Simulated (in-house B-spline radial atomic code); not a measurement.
# Fe¹²⁺: density, ELF and screening along the radius

Aim: the shell structure of Fe¹²⁺ in the radial density, the electron localisation function and the screened nuclear charge, under several settings.

Program: in-house B-spline radial atomic code version 1. Level of theory: several methods, spin-polarised, as named in each step; spherical all-electron atom at the radial basis limit. These are calculated values, not measurements, unless marked.

## Step 1: The system

```
element       : iron (Z = 26)
charge        : +12
electrons     : 14
configuration : [Ne] 3s2 3p2
nucleus       : point (non-relativistic runs) or finite (X2C runs)
```

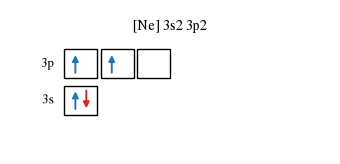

The shells outside the core, filled by Hund's rule for the drawing.

Where spins are not typed, each open shell is filled with up spins first.

## Step 2: PBE, X2C, [Ne] 3s2 3p2

Settings of the run:

```ini
Z = 26
electrons = 14.0
configuration = [Ne] 3s2 3p2
hamiltonian = x2c
method = pbe,pbe
spin_polarised = True
nucleus = fermi
rms_radius = 3.7377
mass_number = 56
atomic_mass = 55.934935537
speed_of_light = 137.035999084
```

On the command line:

```
> python run_scf.py task.json out
```

The settings of every run stand in task.json; they run in order.

The program writes no log. Results of the run, from its result record (rounded, main fields):

```text
status: converged
scf [iteration, energy, orbital gradient]:
  - [1, -1199.71433435, 1.87]
  - [2, -1210.22562595, 0.377]
  - [3, -1210.6461204, 0.148]
  - [4, -1210.71381873, 0.0581]
  - [5, -1210.72585931, 0.0126]
  - [6, -1210.72643358, 6.69e-05]
  - [7, -1210.72643359, 3.51e-06]
  - [8, -1210.72643359, 5.96e-08]
energy [hartree]: {"total": -1210.72643359, "kinetic": 1228.6639585, "nuclear": -2710.40600631, "coulomb": 316.543854122, "xc": -45.5282398951}
orbitals [hartree, bohr; first row names the columns]:
  - ["name", "occ", "eps", "<r>", "<r^2>", "<1/r>", "r_max"]
  - ["1s up", 1.0, -269.94129, 0.05814, 0.0045586, 26.331, 0.037914]
  - ["1s down", 1.0, -269.88731, 0.058131, 0.0045572, 26.335, 0.03791]
  - ["2s up", 1.0, -42.646143, 0.26465, 0.082624, 5.6562, 0.22157]
  - ["2s down", 1.0, -42.599817, 0.26445, 0.082458, 5.6572, 0.22166]
  - ["2p up", 3.0, -38.279018, 0.23311, 0.06661, 5.4986, 0.17886]
  - ["2p down", 3.0, -38.213604, 0.23304, 0.066526, 5.4977, 0.17904]
  - ["3s up", 1.0, -13.973812, 0.70108, 0.55857, 2.0631, 0.6485]
  - ["3s down", 1.0, -13.713782, 0.7034, 0.56285, 2.0574, 0.64833]
  - ["3p up", 2.0, -12.652378, 0.69924, 0.56271, 1.9724, 0.64043]
sum_r [bohr^k]: {"-1": 105.0337, "1": 4.846803, "2": 2.82045}
radius_at_0.001 [bohr]: 1.688
radius_enclosing_fraction [bohr]: {"0.5": 0.249, "0.9": 0.7826, "0.99": 1.205}
slater [hartree]:
  F0(3s up,3s up): 1.2804
  F0(3s up,3s down): 1.2783
  F0(3s up,3p up): 1.282
  G1(3s up,3p up): 0.84817
  F0(3s down,3s down): 1.2763
  F0(3s down,3p up): 1.2799
  F0(3p up,3p up): 1.2857
  F2(3p up,3p up): 0.65384
```

Wall time 0.08 s (1 thread, shared host).

radius_at_0.001 is where the density falls to 0.001 electrons per bohr³.

The record's radial tables, every 2nd point:

```tsv
r (bohr)	4πr²n (1/bohr)	ELF	screened charge r·V (e)	reduced gradient s	4πr²(n↑−n↓)
0.00604	4.671	0.9997	25.37	0.5109	-0.0001270
0.00851	7.892	0.9995	25.12	0.4934	0.0001132
0.0120	12.71	0.9992	24.78	0.4958	0.001351
0.0169	19.04	0.9984	24.32	0.5189	0.006058
0.0239	25.94	0.9955	23.71	0.5674	0.02196
0.0336	30.73	0.9822	22.95	0.6457	0.06818
0.0474	30.72	0.8948	22.01	0.7507	0.1885
0.0669	26.29	0.5114	20.88	0.7905	0.4462
0.0942	23.88	0.2658	19.56	0.5294	0.8446
0.133	29.15	0.5263	18.00	0.2912	1.143
0.187	34.32	0.8225	16.38	0.4088	0.8269
0.264	26.09	0.8194	14.94	0.7193	0.05287
0.372	11.79	0.2516	13.85	1.042	0.6109
0.525	7.738	0.2741	12.97	0.4496	2.922
0.740	6.706	0.8765	12.32	0.7912	3.212
1.04	2.166	0.8016	12.05	2.061	1.082
1.47	0.1657	0.1534	12.00	7.160	0.08870
2.07	0.001992	0.0006301	12.00	42.69	0.001185
```

## Step 3: Hartree-Fock, X2C, [Ne] 3s2 3p2

Changes to the settings of step 2:

```diff
@@ -4,3 +4,3 @@
 hamiltonian = x2c
-method = pbe,pbe
+method = hf
 spin_polarised = True
```

Result record:

```text
status: converged
iterations: 9
energy [hartree]: {"total": -1210.3474707, "kinetic": 1228.72483192, "nuclear": -2710.42741639, "coulomb": 315.883055634, "exact_exchange": -44.5279418671}
orbitals [hartree, bohr; first row names the columns]:
  - ["name", "occ", "eps", "<r>"]
  - ["1s up", 1.0, -276.70552, 0.0581]
  - ["1s down", 1.0, -276.59566, 0.058079]
  - ["2s up", 1.0, -45.039776, 0.26286]
  - ["2s down", 1.0, -44.958363, 0.26249]
  - ["2p up", 3.0, -40.164836, 0.23261]
  - ["2p down", 3.0, -40.011543, 0.23279]
  - ["3s up", 1.0, -14.680588, 0.70205]
  - ["3s down", 1.0, -14.109547, 0.70756]
  - ["3p up", 2.0, -13.186882, 0.70216]
sum_r [bohr^k]: {"-1": 105.0335, "1": 4.851659, "2": 2.829707}
```

Run time: 0.12 s. Hardware: 1 thread, shared host.

Fields along the radius, from the same record (one point in 4):

```tsv
r (bohr)	4πr²n (1/bohr)	ELF	screened charge r·V (e)	reduced gradient s	4πr²(n↑−n↓)
0.00605	4.678	0.9997	25.37	0.5096	0.0004198
0.0120	12.70	0.9992	24.78	0.4949	0.002781
0.0239	25.96	0.9956	23.71	0.5666	0.02439
0.0476	30.71	0.8936	21.99	0.7527	0.1909
0.0946	23.84	0.2635	19.54	0.5245	0.8481
0.188	34.39	0.8261	16.35	0.4111	0.8235
0.374	11.56	0.2387	13.84	1.051	0.6162
0.744	6.644	0.8810	12.31	0.7956	3.185
1.48	0.1567	0.1434	12.00	7.364	0.08264
```

## Step 4: r2SCAN, X2C, [Ne] 3s2 3p2

Changes to the settings of step 3:

```diff
@@ -4,3 +4,3 @@
 hamiltonian = x2c
-method = hf
+method = r2scan
 spin_polarised = True
```

Result record:

```text
status: converged
iterations: 7
energy [hartree]: {"total": -1210.9036295, "kinetic": 1228.79828862, "nuclear": -2710.50104068, "coulomb": 316.514254586, "xc": -45.7151320286}
orbitals [hartree, bohr; first row names the columns]:
  - ["name", "occ", "eps", "<r>"]
  - ["1s up", 1.0, -270.84435, 0.058151]
  - ["1s down", 1.0, -270.76448, 0.058136]
  - ["2s up", 1.0, -42.97467, 0.26405]
  - ["2s down", 1.0, -42.934314, 0.26382]
  - ["2p up", 3.0, -38.509109, 0.2329]
  - ["2p down", 3.0, -38.42645, 0.23288]
  - ["3s up", 1.0, -14.065862, 0.70165]
  - ["3s down", 1.0, -13.721545, 0.70589]
  - ["3p up", 2.0, -12.680823, 0.70044]
sum_r [bohr^k]: {"-1": 105.0367, "1": 4.84993, "2": 2.82516}
```

Run time: 0.11 s. Hardware: 1 thread, shared host.

Meta-GGA runs start from a PBE run whose iterations are not counted.

Fields along the radius, from the same record (one point in 4):

```tsv
r (bohr)	4πr²n (1/bohr)	ELF	screened charge r·V (e)	reduced gradient s	4πr²(n↑−n↓)
0.00605	4.680	0.9997	25.37	0.5099	0.0003805
0.0120	12.70	0.9992	24.78	0.4953	0.002688
0.0239	25.95	0.9955	23.71	0.5670	0.02438
0.0475	30.72	0.8938	22.00	0.7513	0.1909
0.0944	23.86	0.2647	19.55	0.5272	0.8472
0.188	34.35	0.8250	16.35	0.4120	0.8222
0.373	11.66	0.2457	13.85	1.050	0.6079
0.742	6.692	0.8787	12.31	0.7899	3.202
1.48	0.1528	0.1409	12.00	7.471	0.08088
```

## Step 5: PBE, X2C, [He] 2s2 2p5 3s2 3p2 4p1

Changes to the settings of step 4:

```diff
@@ -2,5 +2,5 @@
 electrons = 14.0
-configuration = [Ne] 3s2 3p2
+configuration = [He] 2s2 2p5 3s2 3p2 4p1
 hamiltonian = x2c
-method = r2scan
+method = pbe,pbe
 spin_polarised = True
```

Result record:

```text
status: converged
iterations: 8
energy [hartree]: {"total": -1177.73252842, "kinetic": 1195.55726263, "nuclear": -2617.61298926, "coulomb": 287.266028545, "xc": -42.9428303414}
orbitals [hartree, bohr; first row names the columns]:
  - ["name", "occ", "eps", "<r>"]
  - ["1s up", 1.0, -273.5485, 0.058118]
  - ["1s down", 1.0, -273.33235, 0.058078]
  - ["2s up", 1.0, -44.993744, 0.26094]
  - ["2s down", 1.0, -44.690034, 0.26124]
  - ["2p up", 3.0, -40.87452, 0.22862]
  - ["2p down", 2.0, -40.500354, 0.2292]
  - ["3s up", 1.0, -14.796173, 0.68037]
  - ["3s down", 1.0, -14.470378, 0.68371]
  - ["3p up", 2.0, -13.50599, 0.67316]
  - ["4p up", 1.0, -6.5365657, 1.3831]
sum_r [bohr^k]: {"-1": 101.4683, "1": 5.876153, "2": 4.75112}
```

It took 0.08 s on 1 thread, shared host.

Fields along the radius, from the same record (one point in 4):

```tsv
r (bohr)	4πr²n (1/bohr)	ELF	screened charge r·V (e)	reduced gradient s	4πr²(n↑−n↓)
0.00718	6.144	0.9997	25.28	0.4991	0.0005180
0.0151	16.89	0.9990	24.54	0.5091	0.01625
0.0318	30.23	0.9886	23.19	0.6348	0.2172
0.0670	25.53	0.5231	21.12	0.8260	1.723
0.141	27.81	0.5732	18.18	0.3075	5.270
0.297	18.16	0.6135	15.13	0.9106	2.353
0.625	8.187	0.7401	13.03	0.5653	3.981
1.32	1.374	0.1311	12.12	1.147	1.207
2.77	0.01609	0.01102	12.00	15.34	0.01608
```

## Step 6: r2SCAN, X2C, [Ne] 3s1 3p2 4p1

Settings of the run:

```ini
Z = 26
electrons = 14.0
configuration = [Ne] 3s1 3p2 4p1
hamiltonian = x2c
method = r2scan
spin_polarised = True
nucleus = fermi
rms_radius = 3.7377
mass_number = 56
atomic_mass = 55.934935537
speed_of_light = 137.035999084
```

Result record:

```text
status: converged
iterations: 7
energy [hartree]: {"total": -1203.36004084, "kinetic": 1221.09368175, "nuclear": -2686.97623753, "coulomb": 307.786935015, "xc": -45.2644200856}
orbitals [hartree, bohr; first row names the columns]:
  - ["name", "occ", "eps", "<r>"]
  - ["1s up", 1.0, -271.63638, 0.058146]
  - ["1s down", 1.0, -271.50908, 0.058134]
  - ["2s up", 1.0, -43.661247, 0.26385]
  - ["2s down", 1.0, -43.584479, 0.2636]
  - ["2p up", 3.0, -39.212397, 0.23263]
  - ["2p down", 3.0, -39.077102, 0.23249]
  - ["3s up", 1.0, -14.548739, 0.69277]
  - ["3p up", 2.0, -13.169336, 0.69076]
  - ["4p up", 1.0, -6.3860167, 1.4207]
sum_r [bohr^k]: {"-1": 104.1258, "1": 5.534055, "2": 4.485444}
```

Wall time 0.12 s (1 thread, shared host).

Fields along the radius, from the same record (one point in 4):

```tsv
r (bohr)	4πr²n (1/bohr)	ELF	screened charge r·V (e)	reduced gradient s	4πr²(n↑−n↓)
0.00723	6.131	0.9996	25.26	0.4995	0.05465
0.0152	16.83	0.9987	24.49	0.5096	0.1487
0.0322	30.20	0.9848	23.07	0.6329	0.2763
0.0679	26.18	0.4978	20.88	0.7811	0.5651
0.143	30.64	0.6099	17.76	0.3006	1.833
0.302	20.00	0.7075	14.67	0.8758	0.01104
0.638	6.178	0.6715	12.90	0.6731	5.747
1.35	1.263	0.1662	12.12	0.9940	1.263
2.84	0.01458	0.01004	12.00	15.96	0.01458
```

## Step 7: The runs side by side

| run | total energy (hartree) | highest level (eV) | radius holding 50 / 90 / 99 % (bohr) | radius at n = 0.001 (bohr) | ELF minima on the full grid (bohr) |
| --- | --- | --- | --- | --- | --- |
| PBE, X2C, [Ne] 3s2 3p2 | -1210.7264 | -344.29 | 0.249 / 0.783 / 1.21 | 1.69 | 0.094, 0.44 |
| Hartree-Fock, X2C, [Ne] 3s2 3p2 | -1210.3475 | -358.83 | 0.249 / 0.785 / 1.21 | 1.69 | 0.095, 0.44 |
| r2SCAN, X2C, [Ne] 3s2 3p2 | -1210.9036 | -345.06 | 0.249 / 0.784 / 1.20 | 1.69 | 0.094, 0.44 |
| PBE, X2C, [He] 2s2 2p5 3s2 3p2 4p1 | -1177.7325 | -177.87 | 0.270 / 0.944 / 1.87 | 2.41 | 0.097, 0.43, 1.1 |
| r2SCAN, X2C, [Ne] 3s1 3p2 4p1 | -1203.3600 | -173.77 | 0.250 / 0.914 / 1.91 | 2.45 | 0.099, 0.44, 1.1 |

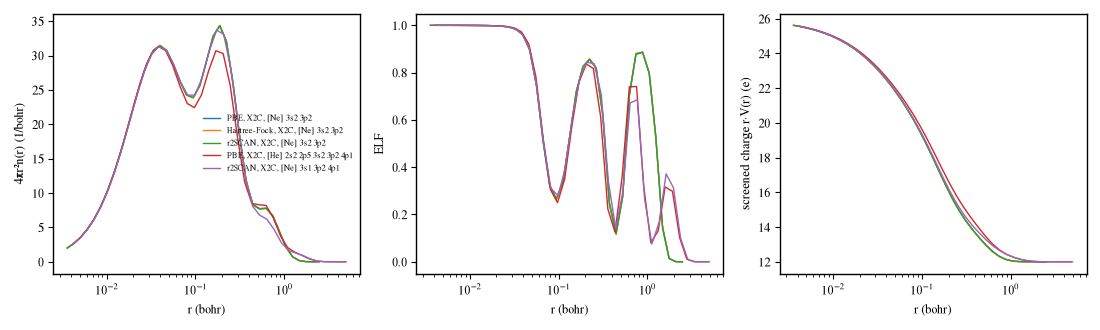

Radial density, ELF and screened nuclear charge of all runs.

**Reading.** In the first run ELF has 2 minima on the grid, which mark the borders between shells. On the record's full grid the screened charge (r times the electrostatic potential) falls from 25.9 near the nucleus to 12.00 at 2.5 bohr; far out it tends to the net charge, 12. The radius that holds 99 % of the electrons runs from 1.20 bohr (r2SCAN, X2C, [Ne] 3s2 3p2) to 1.91 bohr (r2SCAN, X2C, [Ne] 3s1 3p2 4p1). The grid is coarse (about 19 % a step), so the places of minima are rough. For X2C runs ELF uses the non-relativistic kinetic energy density, and the fields carry no picture-change correction.
